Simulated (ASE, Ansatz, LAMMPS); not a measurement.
# (11,0) carbon nanotube bundle (176 atoms): support functions against a reference, part 2 of 2

Wanted: errors and times of a linear-scaling basis for (11,0) carbon nanotube bundle (176 atoms). A setting counts as converged where the r.m.s. difference of forces stays under 1 % of the r.m.s. force.

Ansatz 0.2.0; Kohn-Sham DFT, PBE+D4, PAW (set soft_2), plane waves.

The cell: 176 C. Sampling is at Γ alone, for a cell whose shortest periodic width is 10 Å.

So far. Step 3 (Plane-wave single point): Löwdin charges run from +0.02 to +0.06 e, about a mean that is the spilled charge alone. The largest share in the top eV of filled states is C p (99 % of the projected weight), and in the lowest eV of empty states C p (98 % of the projected weight).

### Step 4. Distances and neighbours

Bonds and neighbours are counted at the geometry of the runs.

Density 1.68 g/cm³, 11.90 Å³ an atom.

Pair distribution function in bins of 0.2 Å:

| r (Å) | total |
| --- | --- |
| 1.30 | 2.40 |
| 1.50 | 4.66 |
| 1.70 | 0.00 |
| 1.90 | 0.00 |
| 2.10 | 0.00 |
| 2.30 | 0.96 |
| 2.50 | 3.79 |
| 2.70 | 0.71 |
| 2.90 | 1.08 |
| 3.10 | 0.03 |
| 3.30 | 0.07 |
| 3.50 | 0.44 |
| 3.70 | 1.90 |
| 3.90 | 0.53 |
| 4.10 | 1.22 |
| 4.30 | 1.19 |
| 4.50 | 0.70 |
| 4.70 | 0.82 |
| 4.90 | 1.50 |
| 5.10 | 1.15 |
| 5.30 | 0.63 |
| 5.50 | 0.91 |
| 5.70 | 0.88 |
| 5.90 | 0.79 |
| 6.10 | 1.20 |
| 6.30 | 1.18 |
| 6.50 | 1.21 |
| 6.70 | 0.82 |

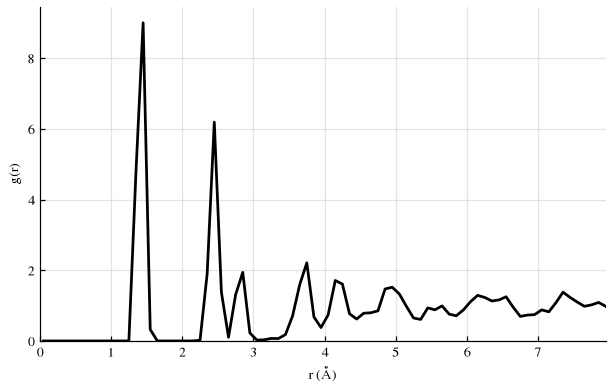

Pair distribution functions.

Bonds by pair of elements; cutoffs follow the first minimum of g(r), held within bounds set by covalent radii, and pairs that aren't listed don't count as bonded:

| pair A-B | cutoff (Å) | bonds | mean length (Å) | spread (Å) | shortest (Å) | B about A | A about B |
| --- | --- | --- | --- | --- | --- | --- | --- |
| C-C | 1.85 | 264 | 1.42 | 0.036 | 1.33 | 3 | 3 |

How many atoms have how many bonded neighbours:

| element | mean | 3 |
| --- | --- | --- |
| C | 3 | 176 |

Bond angles (no mean is given where the spread exceeds 20°):

| angle | count | mean (°) | spread (°) |
| --- | --- | --- | --- |
| C-C-C | 528 | 119 | 3 |

Rings of the network by King's shortest-path rule, up to 12 atoms, one path for each pair of neighbours; H, halogens, alkali and alkaline-earth atoms are left out, and the last column divides by all other atoms, bonded or not:

| ring size (atoms) | rings | per network atom |
| --- | --- | --- |
| 6 | 88 | 0.5 |

The first maximum of g(r) stands at about 1.42 Å. By these cutoffs all C atoms have 3 bonded neighbours. The C-C-C angle averages 119° with a spread of 3°. All rings counted have 6 atoms.

A closer look about C30, which bears the longest force: 10 atoms, nearest first, numbered in the order of the input, with positions taken from that point.

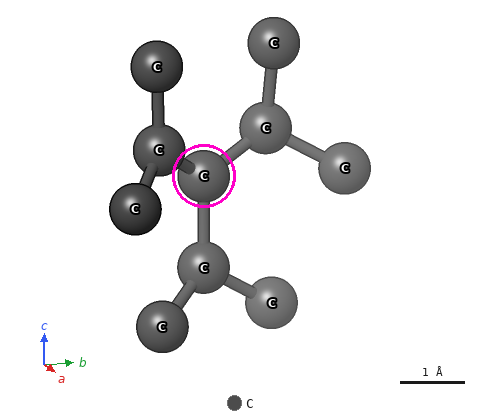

The atoms of the table, within 2.5 Å (arrows a, b, c point along x, y, z); some may hide others; the central atom is ringed.

| atom | x | y | z | distance (Å) | bonds | Löwdin charge (e) | Fx | Fy | Fz (eV/Å) |
| --- | --- | --- | --- | --- | --- | --- | --- | --- | --- |
| C30 | 0.00 | 0.00 | 0.00 | 0.00 | 3 | 0.06 | -1.88 | 1.41 | -4.90 |
| C33 | 0.71 | -0.93 | 0.64 | 1.33 | 3 | 0.04 | 2.39 | -2.85 | 1.72 |
| C29 | -0.46 | 1.15 | 0.61 | 1.38 | 3 | 0.02 | 1.98 | 1.88 | 2.15 |
| C27 | 0.04 | -0.01 | -1.47 | 1.47 | 3 | 0.04 | -0.57 | 1.93 | 0.39 |
| C34 | 1.70 | -1.61 | -0.06 | 2.35 | 3 | 0.04 | 2.86 | -1.40 | -1.21 |
| C68 | -0.17 | 1.20 | 2.05 | 2.38 | 3 | 0.05 | -1.47 | -0.22 | -2.00 |
| C72 | 0.85 | -1.01 | 2.03 | 2.42 | 3 | 0.05 | -0.97 | 1.25 | 1.51 |
| C26 | -0.29 | 2.40 | -0.09 | 2.42 | 3 | 0.03 | 0.34 | 0.63 | 0.41 |
| C28 | 0.83 | -0.92 | -2.20 | 2.53 | 3 | 0.05 | -1.34 | -0.52 | -1.36 |
| C24 | -0.32 | 1.21 | -2.20 | 2.53 | 3 | 0.03 | 0.54 | -0.29 | 0.30 |

The column of bonds counts only the pairs C-C within 1.85 Å; other neighbours, such as metal atoms beside each other in a compound, aren't counted, and periodic images can show an atom twice.

### Step 5. Support functions medium

With localised support functions most steps grow linearly with size, though the diagonalisation grows faster unless the density matrix is cut; this run measures error and cost at this size.

This step: Kohn-Sham DFT, PBE+D4, PAW (set soft_2), localised support functions (medium) (Ansatz 0.2.0).

input.yaml

```yaml
crystal:
  lattice:
    - [11.91347, 0.0, 0.0]
    - [-5.95673, 10.31736, 0.0]
    - [0.0, 0.0, 17.04338]
  atoms:
    [... the 176 atom lines of step 3 ...]
kpoints:
  mp_grid: { grid: [1, 1, 1] }
hamiltonian:
  xc: pbe
  dispersion: d4
scf:
  occupations: { method: gaussian, width: 0.025 }
  eigensolver: { kind: { support_functions: { accuracy: medium } } }
  mixing: { beta: 0.4 }
  max_iter: 150
output:
  forces: true
  eigenvalues: true
```

Run with:

```bash
$ ansatz run input.yaml --threads 8 --pin off --max-ram 15872MiB --backend cpu --events-out ev --progress --plain --runs-dir out
```

Numbers of over 12 decimals in the logs are rounded to 6 here.

The program printed:

```text
Warning: scf.eigensolver.kind.support_functions: disabling space-group detection — the functions' gradient is summed over unrotated k-points, so no spatial operation reduces the k-mesh or symmetrises the density; time reversal is kept, so that k and −k are solved as one point where they differ and the mesh holds both, and exact exchange and, on two spinor components, a DFT+U term hold to it where the run has them: [...]
settings of this run that can trade accuracy for cost: scf.eigensolver.kind.support_functions [...]
[...]
Crystal: 176 atoms, lattice volume = 2094.897 Å³
Basis set: ecut = 420 eV, 41001 PW (Γ), exchange–correlation on 160×160×240 points (8 copies of the dense FFT grid, shifted against one another)
Bands: 423, of which v1, the nominal top of the filled ones, is band 352 counted from 1 (351 counted from 0)
Symmetry: 1 space group operations
k-points: 1
[...]
SCF iter   1: F=—  HF=-44194.200500 eV  |F-HF|=—  |Δ(HF+E_count)|=         —  Δρ=9.31e-2  dr2=1.82e2  ethr=1.00e-1
[...]
SCF iter  13: F=—  HF=-44154.714877 eV  |F-HF|=—  |Δ(HF+E_count)|=   1.09e-3  Δρ=1.34e-5  dr2=6.13e-6  ethr=3.62e-9  κ⁻¹=5.0e-6(r=7)
SCF iter  14: F=-44154.714879 eV  HF=-44154.714878 eV  |F-HF|=4.63e-7  |Δ(HF+E_count)|=   5.96e-7  Δρ=9.28e-6  dr2=2.97e-6  ethr=8.71e-10
SCF 1 converged in 14 iterations: F = -44154.728824 eV  dr2 = 2.97e-6
[...]
SCF converged after 14 iterations
Stability not checked: this state was not tested for a lower state beside it, because the mixer in use, unlike msr1, does not test its closes by its own steps (another_mixer; see scf.mixing.algorithm and scf.lower_state_search)
Free energy (F): -44154.728824 eV
[...]
Internal energy: -44154.728824 eV  (E = F + TS)
E sigma→0 (E₀):  -44154.728824 eV
Fermi energy:    4.228980 eV
[...]
Σ components = -44154.728824   (vs F -44154.728824, Δ=0.00e0)
--- Forces (eV/Å), atoms counted from 1 ---
  atom   1  C      0.08625364     0.75830321     2.38250590
  atom   2  C      1.14667023    -0.45831036    -0.61547017
  atom   3  C      1.23557779     1.80407414     3.59881793
  atom   4  C     -0.50687408     2.19455569     1.31326619
[...]
atom 176  C     -0.32008703    -2.63591385    -0.64975346
  max |Σ_I F_I| component: 6.62e-4 eV/Å
--- Band table (eV) ---
[...]
```

The job ended after 43 s (8 threads of AMD EPYC 9R45, shared host; peak memory 5.1 GiB).

The program notes that the band table was not solved further than the SCF left it and it switched symmetry off.

Keys that differ from the reference: support_functions.accuracy = "medium", scf.max_iter = 150 and scf.mixing.beta = 0.4.

Forces differ from the reference by 0.96 meV/Å r.m.s., 0.064 % of their size, well within a tolerance of 1 %; the energy by -3.6 meV/atom. It took 43 s and 14 cycles; the reference's time can't be set against it, since the two runs asked for unlike analyses.

### Step 6. The ladder side by side

Differences are against the plane-wave reference (Kohn-Sham DFT, PBE+D4, PAW (set soft_2), plane waves), whose r.m.s. force component is 1.51 eV/Å. Energies are set beside the reference only for runs with its functional, potentials and electron count. Times are for 8 threads of AMD EPYC 9R45, shared host. The reference's time includes the DOS, the stress and grids, which some other runs skip.

| run | Δ force, r.m.s. (meV/Å) | share of r.m.s. force (%) | Δ energy (meV/atom) | Δ gap (eV) | cycles | time | host memory (GiB) |
| --- | --- | --- | --- | --- | --- | --- | --- |
| reference | - | - | - | - | 11 | 11 s | 3.1 |
| support functions medium | 0.962 | 0.0639 | -3.63 | -1.0e-4 | 14 | 43 s | 5.1 |

### Step 7. Results

* free energy per atom: -250.8755 eV/atom
* density: 1.676 g/cm³
* pressure: 3.429 GPa
* r.m.s. force component: 1.505 eV/Å
* gap (highest filled to lowest empty level): 0.5018 eV
* wall time of the 2 DFT runs: 54 s

Against plane waves at 420 eV, the forces differ by 0.96 meV/Å (0.064 %) with support functions medium. At 176 atoms the run with support functions medium takes roughly 3.9 times the time of plane waves (whose run also made extra analyses, so the like-for-like ratio is larger), in 14 SCF cycles against 11. Differences between support functions and plane waves include what basis error the plane-wave run still has.

Between filled and empty levels lie 0.502 eV at Γ alone; the mesh holds the band edges only if they fold onto it, so the gap at this level can be narrower or closed, while semilocal functionals tend to narrow gaps against experiment. With the cutoffs above, all C atoms have 3 bonded neighbours.

What to keep in mind: The geometry is a frame of classical dynamics and isn't relaxed at this level: its force components are 1.5 eV/Å r.m.s. The stress is far from hydrostatic: its diagonal is 4.8, 4.5, 1.0 GPa, compression counted positive. The pressure of 3.4 GPa belongs to a cell and atoms that aren't relaxed at this level.

[Logs are printed without paths, hosts, clocks, repeated set-up lines and the standing remarks that a program may print on its own settings, such as how far it seeks lower states.]

[Hosts, paths, dates, database ids (printed as entryN), source tags and the programs' standing remarks are cut or masked in the printed files.]
